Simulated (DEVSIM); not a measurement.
Device: abrupt InP n-p junction, at 300 K.

| layer (left to right) | material | thickness (μm) | Nd (cm⁻³) | Na (cm⁻³) | τn (s) | τp (s) |
|---|---|---|---|---|---|---|
| 1 | InP | 0.340 | 4.8e15 | - | 3.9e-8 | 3.9e-8 |
| 2 | InP | 20.0 | - | 9.9e15 | 3.9e-8 | 3.9e-8 |

Left contact: ohmic. Right contact: ohmic. Voltage is applied to the left contact. Recombination: SRH at mid-gap. Mobility is μmin + (μ − μmin)/(1 + (N/Nref)^α).

The device is made up for the run: typed textbook-type constants, with dimensions and the other settings drawn at random. Values at 300 K.

```csv
parameter,InP
gap (eV),1.344
affinity (eV),4.38
permittivity,12.5
Nc (cm⁻³),5.7e17
Nv (cm⁻³),1.1e19
μn (cm²/Vs),5200
μp (cm²/Vs),170
"μn,min",400
"μp,min",10
"Nref,n",3e17
"Nref,p",4.9e17
αn,0.47
αp,0.62
```

Simulated with DEVSIM: 1D drift-diffusion, Boltzmann statistics, complete ionisation; no tunnelling, impact ionisation, image-force lowering or self-heating.

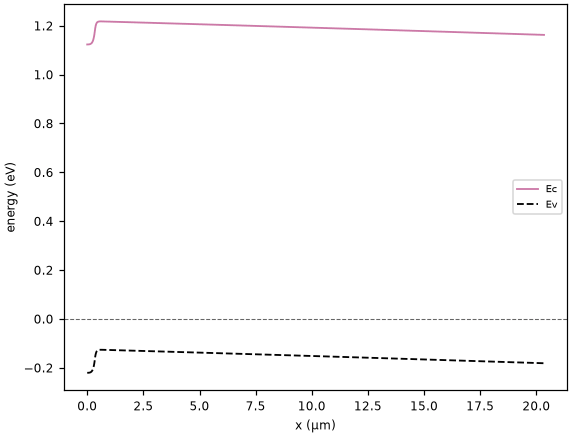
Figure: Band edges at -1.0 V on the left contact

Energies count from the Fermi level of the right contact; mesh points crowd at the junctions.

| x (μm) | Ec (eV) | Ev (eV) | n (cm⁻³) | p (cm⁻³) | field (V/cm) |
|---|---|---|---|---|---|
| 0.000 | 1.123 | -0.221 | 4.8e15 | < 1e2 | 34 |
| 0.02462 | 1.124 | -0.220 | 4.8e15 | 2.4e13 | 41 |
| 0.07078 | 1.124 | -0.220 | 4.7e15 | 7.0e13 | 99 |
| 0.1510 | 1.126 | -0.218 | 4.4e15 | 1.6e14 | 470 |
| 0.2730 | 1.144 | -0.200 | 2.2e15 | 5.1e14 | 3300 |
| 0.3174 | 1.164 | -0.180 | 1.0e15 | 1.2e15 | 5800 |
| 0.3410 | 1.180 | -0.164 | 5.4e14 | 2.2e15 | 7500 |
| 0.3825 | 1.202 | -0.142 | 2.3e14 | 5.3e15 | 3500 |
| 0.4490 | 1.215 | -0.129 | 1.4e14 | 8.7e15 | 830 |
| 0.5929 | 1.218 | -0.126 | 1.2e14 | 1.0e16 | ≈ 0 |
| 0.8924 | 1.217 | -0.127 | 1.2e14 | 1.0e16 | -26 |
| 1.848 | 1.215 | -0.129 | 1.2e14 | 1.0e16 | -27 |
| 3.504 | 1.210 | -0.134 | 1.1e14 | 1.0e16 | -27 |
| 6.952 | 1.201 | -0.143 | 9.6e13 | 1.0e16 | -28 |
| 14.21 | 1.180 | -0.164 | 5.7e13 | 1.0e16 | -29 |
| 17.41 | 1.171 | -0.173 | 3.2e13 | 9.9e15 | -29 |
| 18.95 | 1.167 | -0.177 | 1.6e13 | 9.9e15 | -29 |
| 19.68 | 1.165 | -0.179 | 8.1e12 | 9.9e15 | -29 |
| 20.11 | 1.163 | -0.181 | 2.9e12 | 9.9e15 | -29 |
| 20.24 | 1.163 | -0.181 | 1.3e12 | 9.9e15 | -29 |
| 20.30 | 1.163 | -0.181 | 4.8e11 | 9.9e15 | -29 |
| 20.34 | 1.163 | -0.181 | < 1e2 | 9.9e15 | -29 |
